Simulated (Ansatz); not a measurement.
**BF2H2N + H2O: a complex and its separated parts, part 1 of 3**

Aim: how far the complex at one end of a reaction step lies below its separated, relaxed parts, level by level.

The runs use Ansatz 0.2.0, Gaussian basis; PBE0-D4/def2-TZVP structures, single points in def2-TZVPP, no counterpoise correction.

Levels: SPW92, PBE-D4, BLYP-D4, r2SCAN-D4, B97M-V, PBE0-D4, B3LYP-D4, r2SCAN0-D4, BHLYP-D4, CAM-B3LYP-D4, wB97X-V, wB97M-V, B2PLYP, PBE-QIDH, RPA on PBE, Hartree-Fock, MP2, CCSD, CCSD(T).

Correlated methods freeze the cores. B3LYP uses VWN-RPA correlation. B2PLYP carries no dispersion term here.

94 further runs of the same task are left out: 94 set aside as unsound or not needed. Runs told in other sessions of the task aren't counted.

## (1) The system as given

The complex: 9 atoms, charge 0, spin multiplicity 1.

Atoms are counted from 1 here; the program's logs count them from 0.

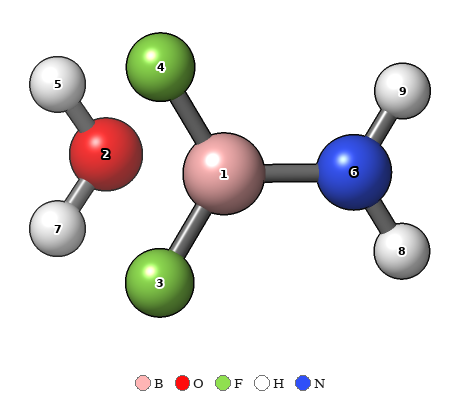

As it starts; boron pink, oxygen red, fluorine green, hydrogen white, nitrogen blue; atoms are numbered from 1 in the order of the file.

Coordinates:

```mol
BF2H4NO
  3D, bonds by distance, orders not assigned

  9  7  0  0  0  0  0  0  0  0999 V2000
   -0.6300   -0.5595   -0.0178 B   0  0
    1.0926    1.4244   -0.8167 O   0  0
   -0.1517   -1.2107   -1.0805 F   0  0
   -1.5718    0.3600   -0.2408 F   0  0
    0.3302    1.9615   -1.0475 H   0  0
   -0.2521   -0.9086    1.2744 N   0  0
    1.2788    0.9077   -1.6049 H   0  0
    0.4798   -1.5706    1.4549 H   0  0
   -0.5758   -0.4042    2.0789 H   0  0
  1  3  8  0
  1  4  8  0
  1  6  8  0
  2  5  8  0
  2  7  8  0
  6  8  8  0
  6  9  8  0
M  END
```

Its parts: BF2H2N holds atoms 1, 3, 4, 6, 8, 9; H2O holds atoms 2, 5, 7. Each part counts its atoms afresh in its own runs.

## (2) Relaxing BF2H2N alone

Contents of relax-a/in.yaml:

```yaml
crystal:
  periodic: [false, false, false]
  atoms:
    - {symbol: B, position_ang: [-0.630037, -0.559546, -0.017757]}
    - {symbol: F, position_ang: [-0.151732, -1.210682, -1.080540]}
    - {symbol: F, position_ang: [-1.571756, 0.360047, -0.240791]}
    - {symbol: N, position_ang: [-0.252074, -0.908642, 1.274396]}
    - {symbol: H, position_ang: [0.479785, -1.570643, 1.454949]}
    - {symbol: H, position_ang: [-0.575795, -0.404249, 2.078940]}
basis:
  gaussian: {orbitals: def2-TZVP}
hamiltonian: {xc: pbe0, dispersion: d4}
relax: {f_tol: 0.005, max_steps: 200}
```

On the command line:

```
$ ansatz run in.yaml --threads 4 --pin off --events-out ev --progress --plain --max-ram 9574MiB
```

Output, cut to the lines that bear on the results:

```text
Functional definition: PBE0
  name "PBE0"
  cite "Adamo & Barone, J. Chem. Phys. 110, 6158 (1999) doi:10.1063/1.478522"
  cite "Perdew, Burke & Ernzerhof, Phys. Rev. Lett. 77, 3865 (1996) doi:10.1103/PhysRevLett.77.3865"
  parent pbe
[...]
724 factors; their error is unknown
[...]
mean field -7632.80612652 eV, -280.5004514478 hartree, gradient 7.0e-5 eV, S^2 0.000000; 0 other end points of the search recorded, 0 dependent functions left out
[...]
reference -7632.80615234 eV, -280.5004523965 hartree; 16, 16 occupied and 120, 120 virtual orbitals, 724 factors
[...]
reference -7632.82014250 eV, -280.5009665256 hartree; 16, 16 occupied and 120, 120 virtual orbitals, 724 factors
Total energy: -7632.87628529 eV, -280.5030297349 hartree
Atom 0 at    -0.647596    -0.574147    -0.020116 Å, force    -0.000177     0.000228    -0.000561 eV/Å
Atom 1 at    -0.149250    -1.207820    -1.077411 Å, force    -0.000544     0.002259    -0.000182 eV/Å
Atom 2 at    -1.566504     0.361531    -0.238927 Å, force    -0.000134    -0.002065    -0.001351 eV/Å
Atom 3 at    -0.222503    -0.879466     1.269851 Å, force     0.001167     0.000241     0.001259 eV/Å
Atom 4 at     0.471171    -1.580362     1.455450 Å, force    -0.001110    -0.001867     0.000389 eV/Å
Atom 5 at    -0.586928    -0.413451     2.080349 Å, force     0.000798     0.001204     0.000446 eV/Å
Dipole moment:     0.173302    -0.123972     0.524951 e Å
```

Wall time 22 s (4 threads of Intel Xeon at 2.50GHz, shared host).

Relaxation path: (the energy doesn't fall at every step)

```
step  energy from step 1 (eV)  largest force component (eV/Å)
   1                   0.0000                          0.5005
   2                   0.0447                          0.9266
   3                   0.0010                          1.1643
   4                  -0.0116                          0.1652
   5                  -0.0140                          0.0071
   6                  -0.0140                          0.0023
```

Close pairs (by a distance rule), those that changed most:

```
 bond  before (Å)  after (Å)  change (Å)
B1–F2       1.335      1.330      -0.005
B1–F3       1.335      1.330      -0.005
B1–N4       1.391      1.392      +0.001
N4–H5       1.003      1.003      +0.000
N4–H6       1.003      1.003      +0.000
```

## (3) Relaxing H2O alone

Contents of relax-b/in.yaml:

```yaml
crystal:
  periodic: [false, false, false]
  atoms:
    - {symbol: O, position_ang: [1.092588, 1.424368, -0.816711]}
    - {symbol: H, position_ang: [0.330234, 1.961534, -1.047454]}
    - {symbol: H, position_ang: [1.278787, 0.907714, -1.604933]}
basis:
  gaussian: {orbitals: def2-TZVP}
hamiltonian: {xc: pbe0, dispersion: d4}
relax: {f_tol: 0.005, max_steps: 200}
```

On the command line:

```
$ ansatz run in.yaml --threads 4 --pin off --events-out ev --progress --plain --max-ram 9574MiB
```

Output, cut to the lines that bear on the results:

```text
[... 5 set-up lines as earlier in the session ...]
[...]
239 factors; their error is unknown
[...]
mean field -2078.33300366 eV, -76.3773291398 hartree, gradient 1.2e-5 eV, S^2 0.000000; 0 other end points of the search recorded, 0 dependent functions left out
[...]
reference -2078.33309080 eV, -76.3773323423 hartree; 5, 5 occupied and 38, 38 virtual orbitals, 239 factors
Total energy: -2078.33734664 eV, -76.3774887412 hartree
Atom 0 at     1.092060     1.424396    -0.817624 Å, force    -0.000135     0.000042    -0.000158 eV/Å
Atom 1 at     0.330617     1.961391    -1.047061 Å, force     0.000209    -0.000167     0.000020 eV/Å
Atom 2 at     1.278932     0.907829    -1.604413 Å, force    -0.000075     0.000126     0.000138 eV/Å
Dipole moment:    -0.211860     0.007532    -0.374710 e Å
```

Run time: 2.2 s. Hardware: 4 threads of Intel Xeon at 2.50GHz, shared host.

The steps of the relaxation:

```
step  energy from step 1 (eV)  largest force component (eV/Å)
   1                   0.0000                          0.0669
   2                  -0.0001                          0.0233
   3                  -0.0001                          0.0057
   4                  -0.0001                          0.0002
```

Distances of close pairs at the start and the end, largest changes first:

```
 bond  before (Å)  after (Å)  change (Å)
O1–H2       0.961      0.960      -0.001
O1–H3       0.961      0.960      -0.001
```

## (4) SPW92/def2-TZVPP

Contents of parta/in.yaml:

```yaml
crystal:
  periodic: [false, false, false]
  atoms:
    - {symbol: B, position_ang: [-0.647596, -0.574147, -0.020116]}
    - {symbol: F, position_ang: [-0.149250, -1.207820, -1.077411]}
    - {symbol: F, position_ang: [-1.566504, 0.361531, -0.238927]}
    - {symbol: N, position_ang: [-0.222503, -0.879466, 1.269851]}
    - {symbol: H, position_ang: [0.471171, -1.580362, 1.455450]}
    - {symbol: H, position_ang: [-0.586928, -0.413451, 2.080349]}
basis:
  gaussian: {orbitals: def2-TZVPP}
hamiltonian: {xc: lda}
```

Contents of partb/in.yaml:

```yaml
crystal:
  periodic: [false, false, false]
  atoms:
    - {symbol: O, position_ang: [1.092060, 1.424396, -0.817624]}
    - {symbol: H, position_ang: [0.330617, 1.961391, -1.047061]}
    - {symbol: H, position_ang: [1.278932, 0.907829, -1.604413]}
basis:
  gaussian: {orbitals: def2-TZVPP}
hamiltonian: {xc: lda}
```

Each run has its own folder and the same command.

On the command line:

```
$ ansatz run in.yaml --threads 4 --pin off --events-out ev --progress --plain --max-ram 9574MiB
```

Log of parta, cut to the lines that bear on the results:

```text
Functional definition: SPW92
  name "SPW92"
  cite "Dirac, Proc. Camb. Phil. Soc. 26, 376 (1930) doi:10.1017/S0305004100016108"
  cite "Slater, Phys. Rev. 81, 385 (1951) doi:10.1103/PhysRev.81.385"
  cite "Perdew & Wang, Phys. Rev. B 45, 13244 (1992) doi:10.1103/PhysRevB.45.13244"
[...]
754 factors; their error is unknown
[...]
mean field -7586.38390065 eV, -278.7944661134 hartree, gradient 6.9e-5 eV, S^2 0.000000; 0 other end points of the search recorded, 0 dependent functions left out
reference -7586.38393505 eV, -278.7944673773 hartree; 16, 16 occupied and 136, 136 virtual orbitals, 754 factors
Total energy: -7586.38393505 eV, -278.7944673773 hartree
```

partb printed, cut to the lines that bear on the results:

```text
[... 5 set-up lines as earlier in the session ...]
[...]
269 factors; their error is unknown
[...]
mean field -2065.39694823 eV, -75.9019378712 hartree, gradient 5.3e-5 eV, S^2 0.000000; 0 other end points of the search recorded, 0 dependent functions left out
reference -2065.39696707 eV, -75.9019385633 hartree; 5, 5 occupied and 54, 54 virtual orbitals, 269 factors
Total energy: -2065.39696707 eV, -75.9019385633 hartree
```

They took 1.5 s (parta), 0.41 s (partb) on 4 threads of Intel Xeon at 2.50GHz, shared host.

## (5) PBE-D4/def2-TZVPP

The same edit goes into each in.yaml of step 4 (parta, partb):

```diff
-hamiltonian: {xc: lda}
+hamiltonian: {xc: pbe, dispersion: d4}
```

One command serves all of them, each in its own folder.

On the command line:

```
$ ansatz run in.yaml --threads 4 --pin off --events-out ev --progress --plain --max-ram 9574MiB
```

Log of parta, cut to the lines that bear on the results:

```text
Functional definition: PBE
  name "PBE"
[... 2 set-up lines as earlier in the session ...]
[...]
754 factors; their error is unknown
[...]
mean field -7632.59929866 eV, -280.4928506642 hartree, gradient 7.3e-5 eV, S^2 0.000000; 0 other end points of the search recorded, 0 dependent functions left out
reference -7632.59933581 eV, -280.4928520294 hartree; 16, 16 occupied and 136, 136 virtual orbitals, 754 factors
Total energy: -7632.66794669 eV, -280.4953734328 hartree
```

partb printed, cut to the lines that bear on the results:

```text
[... 4 set-up lines as earlier in the session ...]
[...]
269 factors; their error is unknown
[...]
mean field -2078.40757287 eV, -76.3800695076 hartree, gradient 4.4e-5 eV, S^2 0.000000; 0 other end points of the search recorded, 0 dependent functions left out
reference -2078.40759334 eV, -76.3800702600 hartree; 5, 5 occupied and 54, 54 virtual orbitals, 269 factors
Total energy: -2078.41291041 eV, -76.3802656585 hartree
```

They took 1.9 s (parta), 0.46 s (partb) on 4 threads of Intel Xeon at 2.50GHz, shared host.

## (6) BLYP-D4/def2-TZVPP

Each input of step 5 (parta, partb) changes in the same lines:

```diff
-hamiltonian: {xc: pbe, dispersion: d4}
+hamiltonian: {xc: {name: BLYP}, dispersion: d4}
```

The same command starts each run, in its folder.

On the command line:

```
$ ansatz run in.yaml --threads 4 --pin off --events-out ev --progress --plain --max-ram 9574MiB
```

Output in parta, cut to the lines that bear on the results:

```text
Functional definition: BLYP
  name "BLYP"
  cite "Becke, Phys. Rev. A 38, 3098 (1988) doi:10.1103/PhysRevA.38.3098"
  cite "Lee, Yang & Parr, Phys. Rev. B 37, 785 (1988) doi:10.1103/PhysRevB.37.785"
[...]
754 factors; their error is unknown
[...]
mean field -7639.56536209 eV, -280.7488487733 hartree, gradient 6.4e-5 eV, S^2 0.000000; 0 other end points of the search recorded, 0 dependent functions left out
reference -7639.56564631 eV, -280.7488592184 hartree; 16, 16 occupied and 136, 136 virtual orbitals, 754 factors
Total energy: -7639.72563125 eV, -280.7547385565 hartree
```

Log of partb, cut to the lines that bear on the results:

```text
[... 4 set-up lines as earlier in the session ...]
[...]
269 factors; their error is unknown
[...]
mean field -2080.27678872 eV, -76.4487619232 hartree, gradient 8.6e-5 eV, S^2 0.000000; 0 other end points of the search recorded, 0 dependent functions left out
reference -2080.27697827 eV, -76.4487688890 hartree; 5, 5 occupied and 54, 54 virtual orbitals, 269 factors
Total energy: -2080.28982071 eV, -76.4492408400 hartree
```

They took 2.3 s (parta), 0.51 s (partb) on 4 threads of Intel Xeon at 2.50GHz, shared host.

## (7) r2SCAN-D4/def2-TZVPP

The same edit goes into each in.yaml of step 6 (parta, partb):

```diff
-hamiltonian: {xc: {name: BLYP}, dispersion: d4}
+hamiltonian: {xc: r2scan, dispersion: d4}
```

Each run has its own folder and the same command.

On the command line:

```
$ ansatz run in.yaml --threads 4 --pin off --events-out ev --progress --plain --max-ram 9574MiB
```

Output in parta, cut to the lines that bear on the results:

```text
Functional definition: r2SCAN
  name "r2SCAN"
  cite "Furness, Kaplan, Ning, Perdew & Sun, J. Phys. Chem. Lett. 11, 8208 (2020) doi:10.1021/acs.jpclett.0c02405"
  cite "Furness, Kaplan, Ning, Perdew & Sun, J. Phys. Chem. Lett. 11, 9248 (2020) doi:10.1021/acs.jpclett.0c03077"
  parent r2scan
[...]
754 factors; their error is unknown
[...]
mean field -7637.24486850 eV, -280.6635722069 hartree, gradient 7.9e-5 eV, S^2 0.000000; 0 other end points of the search recorded, 0 dependent functions left out
reference -7637.24487906 eV, -280.6635725948 hartree; 16, 16 occupied and 136, 136 virtual orbitals, 754 factors
Total energy: -7637.26092015 eV, -280.6641620940 hartree
```

Output in partb, cut to the lines that bear on the results:

```text
[... 5 set-up lines as earlier in the session ...]
[...]
269 factors; their error is unknown
[...]
mean field -2079.58114681 eV, -76.4231975544 hartree, gradient 8.5e-5 eV, S^2 0.000000; 0 other end points of the search recorded, 0 dependent functions left out
reference -2079.58115201 eV, -76.4231977456 hartree; 5, 5 occupied and 54, 54 virtual orbitals, 269 factors
Total energy: -2079.58242454 eV, -76.4232445102 hartree
```

They took 3.2 s (parta), 0.86 s (partb) on 4 threads of Intel Xeon at 2.50GHz, shared host.

## (8) B97M-V/def2-TZVPP

Each input of step 7 (parta, partb) changes in the same lines:

```diff
-hamiltonian: {xc: r2scan, dispersion: d4}
+hamiltonian: {xc: {name: B97M-V}}
```

One command serves all of them, each in its own folder.

On the command line:

```
$ ansatz run in.yaml --threads 4 --pin off --events-out ev --progress --plain --max-ram 9574MiB
```

parta printed, cut to the lines that bear on the results:

```text
Functional definition: B97M-V
  name "B97M-V"
  cite "Mardirossian & Head-Gordon, J. Chem. Phys. 142, 074111 (2015) doi:10.1063/1.4907719"
  cite "Becke, J. Chem. Phys. 107, 8554 (1997) doi:10.1063/1.475007"
  cite "Vydrov & Van Voorhis, J. Chem. Phys. 133, 244103 (2010) doi:10.1063/1.3521275"
  # Of w^i u^j: cxij and so on, Table III.
[...]
  gx(w, u) = cx00 + cx01*u + cx02*u^2 + (cx10 + cx11*u)*w
[...]
  gos(w, u) = cos00 + cos01*u + cos03*u^3 + cos10*w + cos32*w^3*u^2
[...]
      + integral(e_c_pw_mod_opposite_spin*gos(b97_w_opposite, b97_u_opposite)) + vv10(b, c)
754 factors; their error is unknown
[...]
mean field -7638.80766577 eV, -280.7210039474 hartree, gradient 7.4e-5 eV, S^2 0.000000; 0 other end points of the search recorded, 0 dependent functions left out
reference -7638.80771777 eV, -280.7210058582 hartree; 16, 16 occupied and 136, 136 virtual orbitals, 754 factors
Total energy: -7638.80771777 eV, -280.7210058582 hartree
```

Log of partb, cut to the lines that bear on the results:

```text
[... 5 set-up lines as earlier in the session ...]
  # Of w^i u^j: cxij and so on, Table III.
[...]
  gx(w, u) = cx00 + cx01*u + cx02*u^2 + (cx10 + cx11*u)*w
[...]
  gos(w, u) = cos00 + cos01*u + cos03*u^3 + cos10*w + cos32*w^3*u^2
[...]
      + integral(e_c_pw_mod_opposite_spin*gos(b97_w_opposite, b97_u_opposite)) + vv10(b, c)
269 factors; their error is unknown
[...]
mean field -2079.93551035 eV, -76.4362201746 hartree, gradient 2.9e-5 eV, S^2 0.000000; 0 other end points of the search recorded, 0 dependent functions left out
reference -2079.93553717 eV, -76.4362211600 hartree; 5, 5 occupied and 54, 54 virtual orbitals, 269 factors
Total energy: -2079.93553717 eV, -76.4362211600 hartree
```

Times: 4.6 s (parta), 0.96 s (partb) on 4 threads of Intel Xeon at 2.50GHz, shared host.

(Continued in part 2 of 3.)
